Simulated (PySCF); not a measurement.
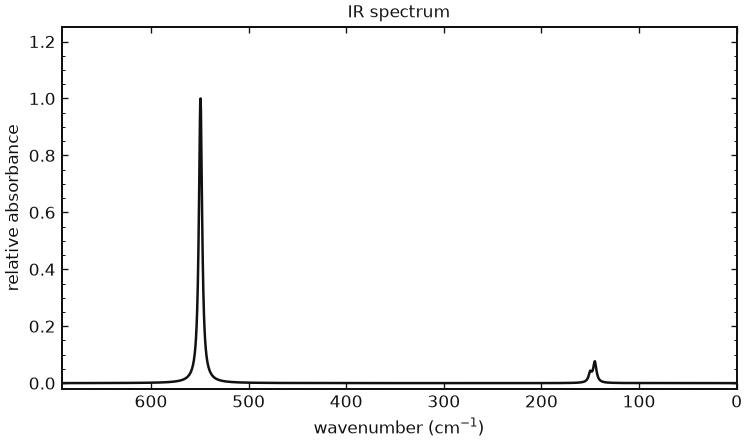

Unscaled harmonic wavenumbers and double-harmonic intensities, PBE0/def2-TZVP in PySCF, isolated molecule. Structures are the lowest points that the searches found. Degenerate modes count as one line, with their intensities summed. Lorentzian lines of 4 cm⁻¹ full width. Close modes add up in the curve.

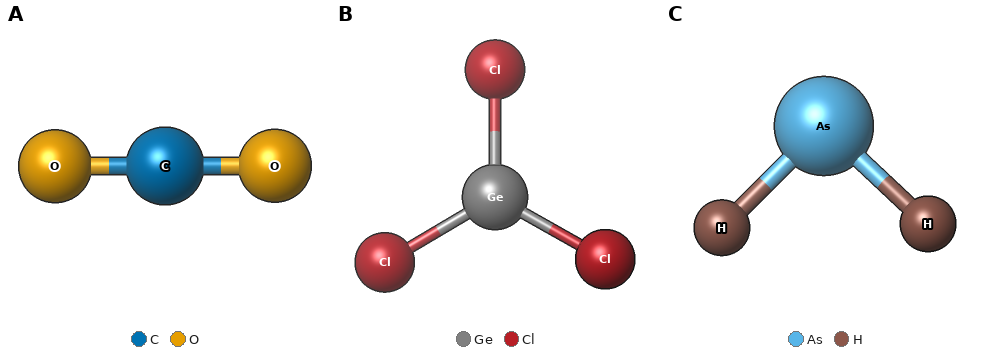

Which molecule gives this infrared spectrum? Choose among the lettered structures. Charge and spin: A neutral singlet; B +1 singlet; C neutral doublet.

Structure B, GeCl₃⁺, singlet. It has its most intense lines at 549.3 and 145.3 cm⁻¹.

Caveats: no scalar relativity.
